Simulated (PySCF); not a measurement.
# Tl(OH)3: a change of charge

How does Tl(OH)3 respond at fixed geometry? The runs cover a change of charge. The species was built from a template and needn't be a known compound.

Program: PySCF 2.14.0. Level of theory: PBE0, Tl def2-SVP with ECP60, O def2-SVP, H def2-SVP; scalar-relativistic core potentials, no spin–orbit coupling. These are calculated values, not measurements.

1 further run of the same task is left out (for a known fault of the program).

### Step 1. Where the work starts

7 atoms, charge 0, spin multiplicity 1.

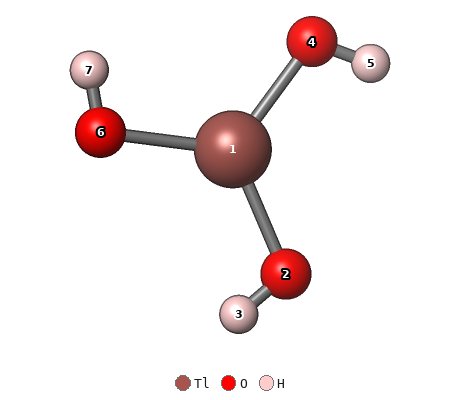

The geometry (thallium brown, oxygen red, hydrogen pink); atoms are numbered from 1 in the order of the file.

Coordinates:

```xyz
7

Tl    0.0000    0.0000    0.2530
O     2.0467    0.3388    0.2517
H     2.4759   -0.5278    0.2593
O    -1.3168    1.6031    0.2517
H    -0.7809    2.4081    0.2593
O    -0.7299   -1.9420    0.2517
H    -1.6950   -1.8803    0.2593
```

Formal oxidation states: Tl +3. An earlier session relaxed this geometry at PBE0, Tl def2-SVP with ECP60, O def2-SVP, H def2-SVP (singlet, point group C3h).

Its energy there is -399.514754 Eh.

### Step 2. One electron removed, multiplicity 2

The input, run.py (the lines that set the calculation):

```python
mol = gto.M(atom='''
Tl     0.00000     0.00000     0.25299
O      2.04675     0.33884     0.25173
H      2.47592    -0.52777     0.25926
O     -1.31682     1.60312     0.25173
H     -0.78090     2.40810     0.25926
O     -0.72993    -1.94196     0.25173
H     -1.69503    -1.88033     0.25926''',
    basis={'Tl': 'def2-SVP', 'O': 'def2-SVP', 'H': 'def2-SVP'},
    ecp={'Tl': 'def2-SVP'},
    charge=1, spin=1)
mf = dft.UKS(mol, xc='PBE0')
mf.grids.atom_grid = (50, 194)
mf = mf.density_fit()  # fitting sets: Tl def2-universal-JKFIT, O def2-universal-JKFIT, H def2-universal-JKFIT
mf.conv_tol = 1e-08; mf.max_cycle = 55
mf.kernel(dm0)  # dm0: the density of the relaxed state
```

Started as:

```
OMP_NUM_THREADS=2 python run.py
```

The program printed:

```text
init E= -399.521562993532
cycle= 1 E= -399.060794675244  delta_E= 0.461  |g|= 0.369  |ddm|= 0.664
  HOMO = -0.526817335829  LUMO = -0.507106327746  gap/eV = 0.53636
cycle= 2 E= -398.619391106393  delta_E= 0.441  |g|= 1.02  |ddm|= 1.09
  HOMO = -0.532372898567  LUMO = -0.492467638629  gap/eV = 1.08588
cycle= 3 E= -398.913344509416  delta_E= -0.294  |g|= 0.657  |ddm|= 1.09
  HOMO = -0.523815530391  LUMO = -0.489193268619  gap/eV = 0.94212
cycle= 4 E= -399.070879838354  delta_E= -0.158  |g|= 0.342  |ddm|= 0.781
  HOMO = -0.499005787278  LUMO = -0.482342470755  gap/eV = 0.45343
cycle= 5 E= -399.122564629814  delta_E= -0.0517  |g|= 0.0888  |ddm|= 0.31
  HOMO = -0.504952109218  LUMO = -0.473628137994  gap/eV = 0.85237
cycle= 6 E= -399.125851787083  delta_E= -0.00329  |g|= 0.0384  |ddm|= 0.115
  HOMO = -0.504522025336  LUMO = -0.470278718  gap/eV = 0.93181
cycle= 7 E= -399.12658682683  delta_E= -0.000735  |g|= 0.011  |ddm|= 0.0345
  HOMO = -0.504758487172  LUMO = -0.469798326745  gap/eV = 0.95131
cycle= 8 E= -399.126591821509  delta_E= -4.99e-06  |g|= 0.0141  |ddm|= 0.0177
  HOMO = -0.50471305672  LUMO = -0.46973841506  gap/eV = 0.95171
cycle= 9 E= -399.126657387944  delta_E= -6.56e-05  |g|= 0.0121  |ddm|= 0.022
  HOMO = -0.504674430027  LUMO = -0.469754434497  gap/eV = 0.95022
cycle= 10 E= -399.126687998944  delta_E= -3.06e-05  |g|= 0.0103  |ddm|= 0.00696
  HOMO = -0.504877490019  LUMO = -0.469806544329  gap/eV = 0.95433
cycle= 11 E= -399.126764498701  delta_E= -7.65e-05  |g|= 0.00709  |ddm|= 0.0372
  HOMO = -0.504907699797  LUMO = -0.469797626835  gap/eV = 0.95539
cycle= 12 E= -399.12677112174  delta_E= -6.62e-06  |g|= 0.00753  |ddm|= 0.00726
  HOMO = -0.504878290502  LUMO = -0.469786234387  gap/eV = 0.95490
cycle= 13 E= -399.126744414993  delta_E= 2.67e-05  |g|= 0.00654  |ddm|= 0.0261
  HOMO = -0.505023270112  LUMO = -0.469671187239  gap/eV = 0.96198
cycle= 14 E= -399.126707081454  delta_E= 3.73e-05  |g|= 0.00197  |ddm|= 0.0785
  HOMO = -0.504796350121  LUMO = -0.469897707113  gap/eV = 0.94964
cycle= 15 E= -399.126704956299  delta_E= 2.13e-06  |g|= 0.000751  |ddm|= 0.0219
  HOMO = -0.504749478079  LUMO = -0.469951100868  gap/eV = 0.94691
cycle= 16 E= -399.126705250584  delta_E= -2.94e-07  |g|= 0.0003  |ddm|= 0.0113
  HOMO = -0.504737618916  LUMO = -0.469974704025  gap/eV = 0.94595
cycle= 17 E= -399.126705578449  delta_E= -3.28e-07  |g|= 0.000234  |ddm|= 0.00205
  HOMO = -0.504758930745  LUMO = -0.469956038085  gap/eV = 0.94703
cycle= 18 E= -399.126706011982  delta_E= -4.34e-07  |g|= 0.000154  |ddm|= 0.00484
  HOMO = -0.504805619426  LUMO = -0.469921167698  gap/eV = 0.94925
cycle= 19 E= -399.126706629861  delta_E= -6.18e-07  |g|= 0.00051  |ddm|= 0.00482
  HOMO = -0.504816550146  LUMO = -0.469906241241  gap/eV = 0.94996
cycle= 20 E= -399.126707174608  delta_E= -5.45e-07  |g|= 0.000314  |ddm|= 0.00702
  HOMO = -0.50480979118  LUMO = -0.469924409105  gap/eV = 0.94928
cycle= 21 E= -399.12670756654  delta_E= -3.92e-07  |g|= 0.000195  |ddm|= 0.00461
  HOMO = -0.504801559866  LUMO = -0.469941919124  gap/eV = 0.94858
cycle= 22 E= -399.126707678996  delta_E= -1.12e-07  |g|= 0.000278  |ddm|= 0.00424
  HOMO = -0.504832977214  LUMO = -0.46992227923  gap/eV = 0.94997
cycle= 23 E= -399.126707788263  delta_E= -1.09e-07  |g|= 4.17e-05  |ddm|= 0.00334
  HOMO = -0.504830937895  LUMO = -0.469932078873  gap/eV = 0.94965
cycle= 24 E= -399.126707797369  delta_E= -9.11e-09  |g|= 2.37e-05  |ddm|= 0.000887
  HOMO = -0.504827618917  LUMO = -0.469930762488  gap/eV = 0.94959
Extra cycle  E= -399.126707789677  delta_E= 7.69e-09  |g|= 0.000129  |ddm|= 0.000152
converged SCF energy = -399.126707789677  <S^2> = 0.7647426  2S+1 = 2.0146887
```

It took 3.2 s on 2 threads of Arm Neoverse V2, shared host.

Result: E = -399.126708 Eh (+10.559 eV from the relaxed state), HOMO -13.74 eV, LUMO -12.79 eV (over both spins), ⟨S²⟩ = 0.765, Mulliken charge on Tl1 +1.00 e. 

### Step 3. One electron added, multiplicity 2

run.py (the lines that set the calculation), as its differences from that of step 2:

```diff
@@ -10,3 +10,3 @@
     ecp={'Tl': 'def2-SVP'},
-    charge=1, spin=1)
+    charge=-1, spin=1)
 mf = dft.UKS(mol, xc='PBE0')
```

Started as:

```
OMP_NUM_THREADS=2 python run.py
```

The program printed:

```text
init E= -399.521018490926
  HOMO = -0.102480220812  LUMO = -0.0937985438533  gap/eV = 0.23624
cycle= 1 E= -399.511148083921  delta_E= 0.00987  |g|= 0.211  |ddm|= 1.49
  HOMO = 0.101815299099  LUMO = 0.179812542068  gap/eV = 2.12241
cycle= 2 E= -399.506959148921  delta_E= 0.00419  |g|= 0.271  |ddm|= 0.747
  HOMO = 0.0640356941812  LUMO = 0.145840509938  gap/eV = 2.22602
cycle= 3 E= -399.534319936962  delta_E= -0.0274  |g|= 0.0464  |ddm|= 0.282
  HOMO = 0.0578304963786  LUMO = 0.141230117297  gap/eV = 2.26942
cycle= 4 E= -399.535326406907  delta_E= -0.00101  |g|= 0.0117  |ddm|= 0.0734
  HOMO = 0.0558736448383  LUMO = 0.140472677476  gap/eV = 2.30206
cycle= 5 E= -399.535389110531  delta_E= -6.27e-05  |g|= 0.00162  |ddm|= 0.0142
  HOMO = 0.0555394502839  LUMO = 0.140591603332  gap/eV = 2.31439
cycle= 6 E= -399.535391383868  delta_E= -2.27e-06  |g|= 0.000388  |ddm|= 0.00294
  HOMO = 0.0556040564316  LUMO = 0.140733777274  gap/eV = 2.31650
cycle= 7 E= -399.535391521902  delta_E= -1.38e-07  |g|= 0.000172  |ddm|= 0.000878
  HOMO = 0.0556073449511  LUMO = 0.140747003218  gap/eV = 2.31677
cycle= 8 E= -399.53539152785  delta_E= -5.95e-09  |g|= 0.000169  |ddm|= 0.00031
  HOMO = 0.0556080726263  LUMO = 0.140753584936  gap/eV = 2.31693
cycle= 9 E= -399.535391541375  delta_E= -1.35e-08  |g|= 1.47e-05  |ddm|= 0.000185
  HOMO = 0.0556076157219  LUMO = 0.140753906688  gap/eV = 2.31695
cycle= 10 E= -399.535391541655  delta_E= -2.8e-10  |g|= 3.67e-06  |ddm|= 3.92e-05
  HOMO = 0.05560756254  LUMO = 0.140753871065  gap/eV = 2.31695
Extra cycle  E= -399.535391541668  delta_E= -1.3e-11  |g|= 1.88e-06  |ddm|= 8.26e-06
converged SCF energy = -399.535391541668  <S^2> = 0.75486047  2S+1 = 2.0048546
```

It took 1.6 s on 2 threads of Arm Neoverse V2, shared host.

Read off: E = -399.535392 Eh (-0.562 eV from the relaxed state), HOMO 1.51 eV, LUMO 3.83 eV (over both spins), ⟨S²⟩ = 0.755, Mulliken charge on Tl1 +0.24 e. The highest filled level lies above zero; it isn't the detachment energy.

### Step 4. Results

| state | energy from the relaxed state (eV) | ⟨S²⟩ | time |
| --- | --- | --- | --- |
| charge 0, singlet, vacuum (relaxed) | 0 | 0.00 |  |
| charge -1, doublet, vacuum | -0.56 | 0.75 | 1.6 s |
| charge +1, doublet, vacuum | 10.56 | 0.76 | 3.2 s |

An electron taken off or put on is at rest in vacuum. 

Removing an electron vertically costs 10.56 eV (doublet), against −HOMO = 8.35 eV. Adding an electron vertically releases 0.56 eV (doublet). The bases are small and lack diffuse functions. Spin–orbit coupling is left out.
